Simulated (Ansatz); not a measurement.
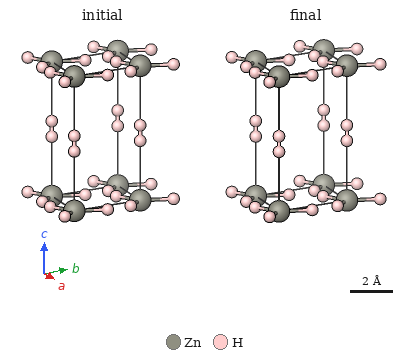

The structure of a crystal of ZnH5 (a generated structure, set up in P-6m2) before (left) and after (right) a relaxation, at one scale.

The picture is a ball-and-stick view of the cell of the calculation, seen slightly off an axis.

Computed with DFT PBE, scalar-relativistic, plane waves, PAW; settings changed in Ansatz 0.2.0.

Input file:
```yaml
crystal:
  lattice:
    - [4.3855271515, 0.0, 0.0]
    - [-2.1927635758, 3.7979779222, 0.0]
    - [0.0, 0.0, 6.5082104998]
  atoms:
    - { symbol: Zn, position: [0.0, 0.0, 0.0] }
    - { symbol: H, position: [0.0, 0.0, 0.5577530948] }
    - { symbol: H, position: [0.0, 0.0, 0.4422469052] }
    - { symbol: H, position: [0.2166890544, 0.7833109456, 0.0] }
    - { symbol: H, position: [0.2166890544, 0.4333781089, 0.0] }
    - { symbol: H, position: [0.5666218911, 0.7833109456, 0.0] }
basis:
  ecutwfc: 420
kpoints:
  mp_grid: { grid: [12, 12, 6] }
hamiltonian:
  xc: pbe
scf:
  occupations: { method: methfessel_paxton, width: 2.0 }
  max_iter: 75
output:
  forces: true
  eigenvalues: true
  stress: true
relax:
  adjacent_minimum: "off"
  f_tol: 0.01
  max_steps: 80
  cell: { stress_tol: 0.05 }
```

Run as
```bash
ansatz run input.yaml --threads 1 --pin off --max-ram 2560MiB --backend cpu --events-out ev --progress --plain --runs-dir out
```

Describe what moved and what it gained.

Answer. The run was cut off at its time limit before the program reported convergence, but its last step already meets the force threshold: the largest component is 0.00022 eV/Å against 0.01 eV/Å. The pressure is within 0.01 GPa of its target. The input was poor on purpose: a smearing of electronvolts. The largest moves relative to the cell, 0.059 Å, are those of H4, H5 and H6. H4 goes along [−1 1 0]. Zn stays in place. The volume changes by +6.5 %, with a = b 4.386 → 4.523 Å (+3.1 %), c 6.508 → 6.520 Å (+0.2 %). Near-neighbour distances that change, for instance: Zn1–H4 1.646 → 1.638 Å. The space group stays P-6m2 (No. 187). Over 4 accepted moves (5 points after the start) the energy falls by 4.7 meV per atom. Largest force component: 0.15 eV/Å at the start, 0.00022 eV/Å at the end. The pressure goes from 0.49 to 0.01 GPa. The SCF was repeated once at an unchanged geometry on a basis and grid sized afresh for the cell, which shifted the energy by 0.8 meV per atom at most.
